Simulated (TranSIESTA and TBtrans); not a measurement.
Device: Si chain with a F atom beside one bond. Leads: straight Si chain, spacing 2.25 Å. Geometry: 3 atoms about the centre moved by SIESTA (PBE, DZP) to a largest force of 0.03 eV/Å, all others as built.

Computed with TranSIESTA and TBtrans, PBE, DZP numerical orbitals (energy shift 0.15 eV), PseudoDojo norm-conserving scalar-relativistic potentials, mesh cutoff 200 Ry, 300 K, no spin polarisation, no spin-orbit coupling; self-consistent non-equilibrium Green functions.

Energies count from the leads' Fermi level. Transmissions are for one spin of a degenerate pair. The energy step is 0.01 eV; narrower resonances are cut or missed.

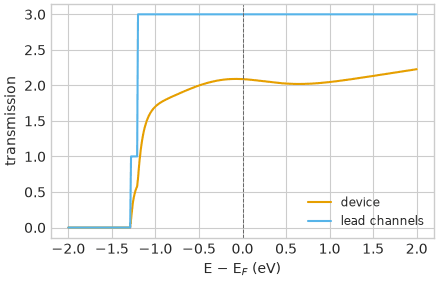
Transmission against energy

| E (eV) | T | lead channels |
|---|---|---|
| -2.00 | 0 | 0 |
| -1.80 | 0 | 0 |
| -1.60 | 0 | 0 |
| -1.40 | 0 | 0 |
| -1.20 | 0.69 | band edge |
| -1.00 | 1.70 | 3 |
| -0.80 | 1.85 | 3 |
| -0.60 | 1.95 | 3 |
| -0.40 | 2.04 | 3 |
| -0.20 | 2.08 | 3 |
| 0.00 | 2.09 | 3 |
| 0.20 | 2.06 | 3 |
| 0.40 | 2.04 | 3 |
| 0.60 | 2.02 | 3 |
| 0.80 | 2.03 | 3 |
| 1.00 | 2.05 | 3 |
| 1.20 | 2.08 | 3 |
| 1.40 | 2.11 | 3 |
| 1.60 | 2.15 | 3 |
| 1.80 | 2.19 | 3 |
| 2.00 | 2.23 | 3 |

The straight chain is held at its spacing; free chains may zigzag or dimerise. No spin-polarised start was tried, so a magnetic state, if there is one, is missed.
